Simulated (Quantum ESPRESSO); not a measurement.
## NaF (Fm-3m): a volume series of phonon spectra

Wanted: mode Grüneisen parameters of NaF and a free-energy fit over volumes.

What experiment has found for this phase:
- volume expansion coefficient 95.1 1e-6/K and heat capacity C_P per formula unit 46.9 J/mol/K near room temperature (given in “High-Throughput Prediction of Finite-Temperature Properties using the Quasi-Harmonic Approximation”, 2016, arXiv:1603.06924)
- volume expansion coefficient 102.6 1e-6/K near room temperature (given in “Descriptors for thermal expansion in solids”, 2017, arXiv:1701.03966)

Program: Quantum ESPRESSO 7.5. Level of theory: DFT PBEsol, scalar-relativistic, plane waves, GBRV ultrasoft pseudopotentials. Results are calculated unless marked as measured.

## (1) Set-up

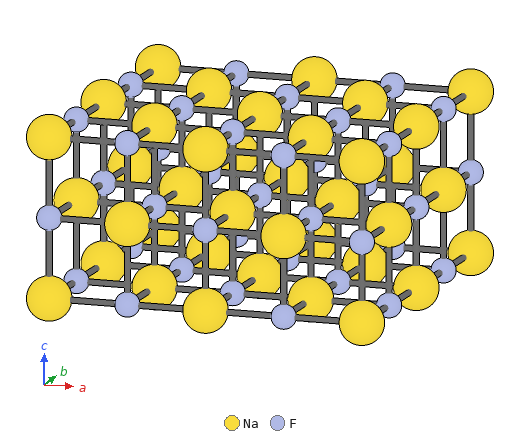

Start, viewed slightly off an axis; sodium yellow, fluorine light blue. 2×2×1 cells are drawn. This picture shows the conventional cell, with its axes. Some periodic images of atoms are drawn too.

## (2) Probe on a coarse mesh

A cheap single point shows whether the cell is a metal or an insulator and how far it is from rest; that sets the k-mesh and the occupations of what follows.

probe.in

```
&CONTROL
  calculation = 'scf'
  prefix      = 'x'
  outdir      = './tmp'
  pseudo_dir  = './pseudo'
  tprnfor     = .true.
  tstress     = .true.
  verbosity   = 'high'
/
&SYSTEM
  ibrav       = 0
  nat         = 2
  ntyp        = 2
  ecutwfc     = 45.0
  ecutrho     = 270.0
  occupations = 'smearing'
  smearing    = 'gaussian'
  degauss     = 0.01
/
&ELECTRONS
  conv_thr         = 1.0d-07
  mixing_beta      = 0.7
  electron_maxstep = 100
/
ATOMIC_SPECIES
 Na     22.9898  Na.upf
 F      18.9984  F.upf
CELL_PARAMETERS angstrom
     0.000000000    2.320000000    2.320000000
     2.320000000    0.000000000    2.320000000
     2.320000000    2.320000000    0.000000000
ATOMIC_POSITIONS crystal
 Na     0.000000000   0.000000000   0.000000000
 F      0.500000000   0.500000000   0.500000000
K_POINTS automatic
 6 6 6 0 0 0
```

Launch:

```
> OMP_NUM_THREADS=1 mpirun -n 4 pw.x -nk 4 -in probe.in > probe.out
```

The program printed:

```text
Program PWSCF v.7.5

     This program is part of the open-source Quantum ESPRESSO suite
     for quantum simulation of materials; please cite
         "P. Giannozzi et al., J. Phys.:Condens. Matter 21 395502 (2009);
         "P. Giannozzi et al., J. Phys.:Condens. Matter 29 465901 (2017);
         "P. Giannozzi et al., J. Chem. Phys. 152 154105 (2020);
     in publications or presentations arising from this work. More details at

     Message from routine setup:
     using ibrav=0 with symmetry is DISCOURAGED, use correct ibrav instead

     G-vector sticks info
     --------------------
     sticks:   dense  smooth     PW     G-vecs:    dense   smooth      PW
     Sum         721     475    151                12627     6855    1243

     Using Slab Decomposition

     bravais-lattice index     =            0
     lattice parameter (alat)  =       6.2001  a.u.
     unit-cell volume          =     168.5352 (a.u.)^3
     number of atoms/cell      =            2
     number of atomic types    =            2
     number of electrons       =        16.00
     number of Kohn-Sham states=           12
     kinetic-energy cutoff     =      45.0000  Ry
     charge density cutoff     =     270.0000  Ry
     scf convergence threshold =      1.0E-07
     mixing beta               =       0.7000
     number of iterations used =            8  plain     mixing
     Exchange-correlation= SLA  PW   PSX  PSC
                           (   1   4  10   8   0   0   0)

     celldm(1)=   6.200145  celldm(2)=   0.000000  celldm(3)=   0.000000
     celldm(4)=   0.000000  celldm(5)=   0.000000  celldm(6)=   0.000000

     crystal axes: (cart. coord. in units of alat)
               a(1) = (   0.000000   0.707107   0.707107 )
               a(2) = (   0.707107   0.000000   0.707107 )
               a(3) = (   0.707107   0.707107   0.000000 )

     reciprocal axes: (cart. coord. in units 2 pi/alat)
               b(1) = ( -0.707107  0.707107  0.707107 )
               b(2) = (  0.707107 -0.707107  0.707107 )
               b(3) = (  0.707107  0.707107 -0.707107 )

     PseudoPot. # 1 for Na read from file:
     ./pseudo/Na.upf
     Pseudo is Ultrasoft, Zval =  9.0
     Using radial grid of  819 points,  5 beta functions with:
                l(1) =   0
                l(2) =   0
                l(3) =   1
                l(4) =   1
                l(5) =   2
     Q(r) pseudized with  8 coefficients,  rinner =    1.250   1.250   1.250
                                                       1.250   1.250

     PseudoPot. # 2 for F  read from file:
     ./pseudo/F.upf
     Pseudo is Ultrasoft, Zval =  7.0
     Using radial grid of  799 points,  4 beta functions with:
                l(1) =   0
                l(2) =   0
                l(3) =   1
                l(4) =   1
     Q(r) pseudized with  8 coefficients,  rinner =    0.950   0.950   0.950

     atomic species   valence    mass     pseudopotential
     Na                9.00    22.98980     Na( 1.00)
     F                 7.00    18.99840     F ( 1.00)

     48 Sym. Ops., with inversion, found

                                    s                        frac. trans.

      isym =  1     identity

 cryst.   s( 1) = (     1          0          0      )
                  (     0          1          0      )
                  (     0          0          1      )

 cart.    s( 1) = (  1.0000000 -0.0000000  0.0000000 )
                  ( -0.0000000  1.0000000  0.0000000 )
                  ( -0.0000000  0.0000000  1.0000000 )

      isym =  2     180 deg rotation - cart. axis [0,0,1]

 cryst.   s( 2) = (     0          1         -1      )
                  (     1          0         -1      )
                  (     0          0         -1      )

 cart.    s( 2) = ( -1.0000000  0.0000000  0.0000000 )
                  (  0.0000000 -1.0000000  0.0000000 )
                  (  0.0000000 -0.0000000  1.0000000 )

      isym =  3     180 deg rotation - cart. axis [0,1,0]

 cryst.   s( 3) = (     0         -1          1      )
                  (     0         -1          0      )
                  (     1         -1          0      )

 cart.    s( 3) = ( -1.0000000 -0.0000000 -0.0000000 )
                  (  0.0000000  1.0000000 -0.0000000 )
                  (  0.0000000  0.0000000 -1.0000000 )

      isym =  4     180 deg rotation - cart. axis [1,0,0]

 cryst.   s( 4) = (    -1          0          0      )
                  (    -1          0          1      )
                  (    -1          1          0      )

 cart.    s( 4) = (  1.0000000  0.0000000 -0.0000000 )
                  ( -0.0000000 -1.0000000 -0.0000000 )
                  ( -0.0000000 -0.0000000 -1.0000000 )

      isym =  5     180 deg rotation - cart. axis [1,1,0]

 cryst.   s( 5) = (    -1          0          1      )
[...]
cart.    s( 5) = ( -0.0000000  1.0000000 -0.0000000 )
[...]
isym =  6     180 deg rotation - cart. axis [1,-1,0]

 cryst.   s( 6) = (     0         -1          0      )
[...]
cart.    s( 6) = (  0.0000000 -1.0000000 -0.0000000 )
[...]
isym =  7      90 deg rotation - cart. axis [0,0,-1]

 cryst.   s( 7) = (     0          1          0      )
[...]
cart.    s( 7) = (  0.0000000  1.0000000  0.0000000 )
[...]
isym =  8      90 deg rotation - cart. axis [0,0,1]

 cryst.   s( 8) = (     1          0         -1      )
[...]
cart.    s( 8) = ( -0.0000000 -1.0000000  0.0000000 )
[...]
isym =  9     180 deg rotation - cart. axis [1,0,1]

 cryst.   s( 9) = (    -1          1          0      )
[...]
cart.    s( 9) = (  0.0000000  0.0000000  1.0000000 )
[...]
isym = 10     180 deg rotation - cart. axis [-1,0,1]

 cryst.   s(10) = (     0          0         -1      )
[...]
cart.    s(10) = ( -0.0000000  0.0000000 -1.0000000 )
[...]
isym = 11      90 deg rotation - cart. axis [0,1,0]

 cryst.   s(11) = (     0          0          1      )
[...]
cart.    s(11) = ( -0.0000000 -0.0000000  1.0000000 )
[...]
isym = 12      90 deg rotation - cart. axis [0,-1,0]

 cryst.   s(12) = (     1         -1          0      )
[...]
cart.    s(12) = (  0.0000000 -0.0000000 -1.0000000 )
[...]
isym = 13     180 deg rotation - cart. axis [0,1,1]

 cryst.   s(13) = (     1          0          0      )
[...]
11.2579  12.9747  20.6461  20.6461

     occupation numbers
     1.0000   1.0000   1.0000   1.0000   1.0000   1.0000   1.0000   1.0000
     0.0000   0.0000   0.0000   0.0000

          k = 0.2357 0.0000-0.0000 (   869 PWs)   bands (ev):

   -46.1152 -18.6600 -18.1737 -18.1737 -17.8215   0.1231   0.5636   0.5636
     8.0266  16.7676  19.7012  19.7012

     occupation numbers
     1.0000   1.0000   1.0000   1.0000   1.0000   1.0000   1.0000   1.0000
     0.0000   0.0000   0.0000   0.0000

          k = 0.3536 0.1179-0.1179 (   857 PWs)   bands (ev):

   -46.1097 -18.8004 -18.1835 -18.1824 -17.6354  -0.3950   0.4045   0.4469
     9.6369  14.9947  19.4221  20.0546

     occupation numbers
     1.0000   1.0000   1.0000   1.0000   1.0000   1.0000   1.0000   1.0000
     0.0000   0.0000   0.0000   0.0000

          k =-0.2357-0.4714 0.4714 (   850 PWs)   bands (ev):

   -46.1052 -18.9051 -18.1979 -18.1831 -17.4880  -0.7393   0.2191   0.3752
    11.5903  13.3579  18.4928  20.4240

     occupation numbers
     1.0000   1.0000   1.0000   1.0000   1.0000   1.0000   1.0000   1.0000
     0.0000   0.0000   0.0000   0.0000

          k =-0.1179-0.3536 0.3536 (   858 PWs)   bands (ev):

   -46.1063 -18.9063 -18.2058 -18.1730 -17.4891  -0.6602   0.2075   0.4178
    10.9574  13.9413  18.3333  20.9226

     occupation numbers
     1.0000   1.0000   1.0000   1.0000   1.0000   1.0000   1.0000   1.0000
     0.0000   0.0000   0.0000   0.0000

          k = 0.0000-0.2357 0.2357 (   857 PWs)   bands (ev):

[...]
occupation numbers
[...]
k = 0.4714 0.0000-0.0000 (   866 PWs)   bands (ev):

[...]
occupation numbers
[...]
k =-0.1179-0.5893 0.5893 (   853 PWs)   bands (ev):

[...]
occupation numbers
[...]
k =-0.0000-0.4714 0.4714 (   866 PWs)   bands (ev):

[...]
occupation numbers
[...]
k =-0.7071 0.0000 0.0000 (   846 PWs)   bands (ev):

   -46.1021 -18.3023 -18.2141 -18.2141 -18.1268  -0.6259   0.2636   0.2636
    13.6267  13.7512  14.1679  20.2807

     occupation numbers
     1.0000   1.0000   1.0000   1.0000   1.0000   1.0000   1.0000   1.0000
     0.0000   0.0000   0.0000   0.0000

          k =-0.2357-0.4714 0.7071 (   857 PWs)   bands (ev):

   -46.1053 -18.7746 -18.2202 -18.1940 -17.6134  -0.5165   0.1401   0.3330
    11.2858  14.2193  17.5406  19.2806

     occupation numbers
     1.0000   1.0000   1.0000   1.0000   1.0000   1.0000   1.0000   1.0000
     0.0000   0.0000   0.0000   0.0000

          k =-0.1179-0.3536 0.5893 (   852 PWs)   bands (ev):

   -46.1031 -18.7538 -18.2368 -18.2126 -17.5995  -0.4773  -0.0688   0.2546
    12.8776  13.3961  16.7150  18.5144

     occupation numbers
     1.0000   1.0000   1.0000   1.0000   1.0000   1.0000   1.0000   1.0000
     0.0000   0.0000   0.0000   0.0000

          k =-0.7071 0.2357 0.0000 (   858 PWs)   bands (ev):

   -46.1021 -18.5614 -18.2800 -18.2359 -17.7531  -0.4281   0.0140   0.1364
    13.6553  13.7173  15.1535  18.2419

     occupation numbers
     1.0000   1.0000   1.0000   1.0000   1.0000   1.0000   1.0000   1.0000
     0.0000   0.0000   0.0000   0.0000

     the Fermi energy is     5.6592 ev

!    total energy              =    -143.91550380 Ry
     estimated scf accuracy    <          8.5E-10 Ry
     smearing contrib. (-TS)   =      -0.00000000 Ry
     internal energy E=F+TS    =    -143.91550380 Ry

     The total energy is F=E-TS. E is the sum of the following terms:
     one-electron contribution =     -86.85264470 Ry
     hartree contribution      =      50.02833554 Ry
     xc contribution           =     -23.45628600 Ry
     ewald contribution        =     -83.63490864 Ry

     convergence has been achieved in   7 iterations

     Forces acting on atoms (cartesian axes, Ry/au):

     atom    1 type  1   force =     0.00000000    0.00000000    0.00000000
     atom    2 type  2   force =     0.00000000    0.00000000    0.00000000
     The non-local contrib.  to forces
     atom    1 type  1   force =     0.00000000    0.00000000    0.00000000
     atom    2 type  2   force =    -0.00000000   -0.00000000   -0.00000000
     The ionic contribution  to forces
     atom    1 type  1   force =    -0.00000000   -0.00000000   -0.00000000
     atom    2 type  2   force =    -0.00000000    0.00000000   -0.00000000
     The local contribution  to forces
     atom    1 type  1   force =    -0.00000000    0.00000000   -0.00000000
     atom    2 type  2   force =     0.00000000    0.00000000    0.00000000
     The core correction contribution to forces
     atom    1 type  1   force =     0.00000000    0.00000000    0.00000000
     atom    2 type  2   force =     0.00000000    0.00000000    0.00000000
     The Hubbard contrib.    to forces
     atom    1 type  1   force =     0.00000000    0.00000000    0.00000000
     atom    2 type  2   force =     0.00000000    0.00000000    0.00000000
     The SCF correction term to forces
     atom    1 type  1   force =     0.00000000   -0.00000000   -0.00000000
     atom    2 type  2   force =     0.00000000   -0.00000000   -0.00000000

     Total force =     0.000000     Total SCF correction =     0.000000

     Computing stress (Cartesian axis) and pressure

          total   stress  (Ry/bohr**3)                   (kbar)     P=        1.76
   0.00001197   0.00000000   0.00000000            1.76        0.00        0.00
   0.00000000   0.00001197   0.00000000            0.00        1.76        0.00
   0.00000000   0.00000000   0.00001197            0.00        0.00        1.76

     kinetic stress (kbar)  20393.61     -0.00     -0.00
                               -0.00  20393.61      0.00
                               -0.00      0.00  20393.61

     local   stress (kbar)  30207.03      0.00     -0.00
                                0.00  30207.03      0.00
                               -0.00      0.00  30207.03

     nonloc. stress (kbar) -34325.38     -0.00     -0.00
                               -0.00 -34325.38      0.00
                               -0.00      0.00 -34325.38

     hartree stress (kbar)  14555.66      0.00      0.00
                                0.00  14555.66      0.00
                                0.00      0.00  14555.66

     exc-cor stress (kbar)  -6495.72      0.00     -0.00
                                0.00  -6495.72     -0.00
                               -0.00     -0.00  -6495.72

     corecor stress (kbar)      0.00      0.00      0.00
                                0.00      0.00      0.00
                                0.00      0.00      0.00

     ewald   stress (kbar) -24333.44      0.00      0.00
                                0.00 -24333.44      0.00
                                0.00      0.00 -24333.44

     hubbard stress (kbar)      0.00      0.00      0.00
                                0.00      0.00      0.00
                                0.00      0.00      0.00

     DFT-D   stress (kbar)      0.00      0.00      0.00
[...]
XDM     stress (kbar)      0.00      0.00      0.00
[...]
dft-nl  stress (kbar)      0.00      0.00      0.00
                                0.00      0.00      0.00
                                0.00      0.00      0.00

     TS-vdW  stress (kbar)      0.00      0.00      0.00
                                0.00      0.00      0.00
                                0.00      0.00      0.00

     MDB     stress (kbar)      0.00      0.00      0.00
                                0.00      0.00      0.00
                                0.00      0.00      0.00

     3D-RISM stress (kbar)      0.00      0.00      0.00
                                0.00      0.00      0.00
                                0.00      0.00      0.00

     Writing all to output data dir ./tmp/x.save/ :
     XML data file, charge density, pseudopotentials, collected wavefunctions

   JOB DONE.
```

Run time: 3.9 s. Hardware: 4 MPI ranks of AMD EPYC 7571, shared host; 13 s of CPU time.

A gap read on the k-mesh alone can miss the band edges.

This step gave:

| Property | Result |
| --- | --- |
| volume per atom | 12.49 Å³ |
| pressure | 0.1760 GPa |
| gap on the k-mesh | 6.135 eV |

The start is under 0.18 GPa at this level and looks like an insulator or semiconductor on this mesh.

(Continued in part 2 of 8.)

[Logs are printed without paths, hosts, clocks, repeated set-up lines and the standing remarks that a program may print on its own settings, such as how far it seeks lower states.]

[Hosts, paths, dates, database ids (printed as entryN), source tags and the programs' standing remarks are cut or masked in the printed files.]

[A step with changed settings may run another functional than the one named; its input shows which.]

[Of the runs on displaced cells, only some may be shown.]
